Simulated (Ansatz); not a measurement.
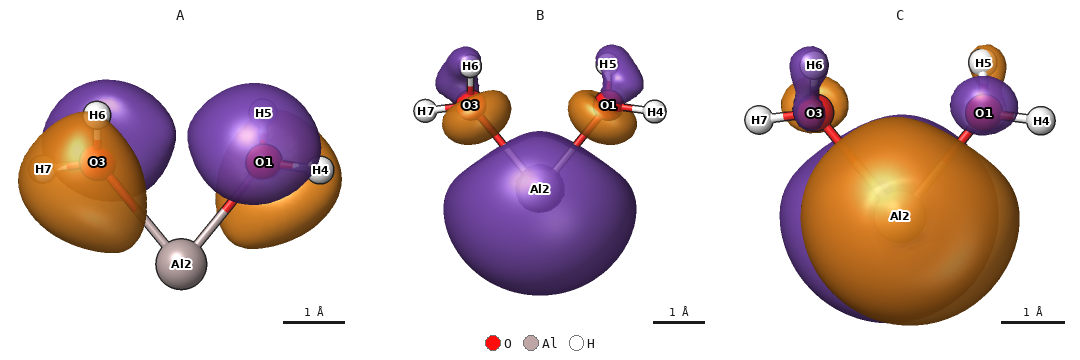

*AlH4O2 (charge +1). Three frontier orbitals at ±0.08 Å⁻³ᐟ² (orange and purple are the two phases), in no order.*

Level of theory: RKS B3LYP-D4/def2-SVPD in Ansatz.

```csv
atom,x (Å),y (Å),z (Å)
O,-1.2154,-1.0150,-0.1188
Al,0.0811,0.3403,-1.1833
O,0.8138,0.5541,0.8420
H,-2.0342,-1.3452,-0.5228
H,-0.9517,-1.6531,0.5652
H,0.2762,0.7008,1.6384
H,1.6909,0.9339,1.0134
```

> Which picture is the HOMO−1, the HOMO and the LUMO?

A is the HOMO−1 (−15.74 eV). It lies mainly on O1 (about 40 %) and O3 (about 40 %); largely a combination of lone pairs on O1 and O3. B is the HOMO (−11.42 eV). Its weight (Hirshfeld) is mainly on Al2 (about 85 %). C is the LUMO (−6.14 eV). Its weight (Hirshfeld) is mainly on Al2 (about 90 %).

> What is the HOMO–LUMO gap?

5.28 eV between the orbital energies.
